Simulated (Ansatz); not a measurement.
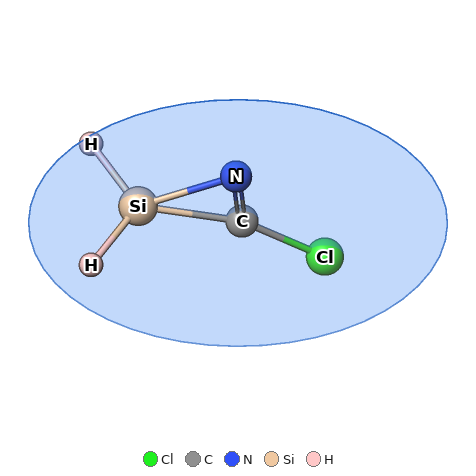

All proper rotation axes (lines) and mirror planes (discs) of the structure are drawn in. Depth is shown by fading: the farther an atom, the more it takes the colour of the background. The geometry was computed by an optimisation with PBE-D4/def2-SVP. No frequency run is at hand to confirm it as a minimum.

### Name the symmetry elements and the point group.

It has 1 mirror plane. Point group Cs. The group has 2 operations. The geometry is achiral, and symmetry allows a dipole moment.
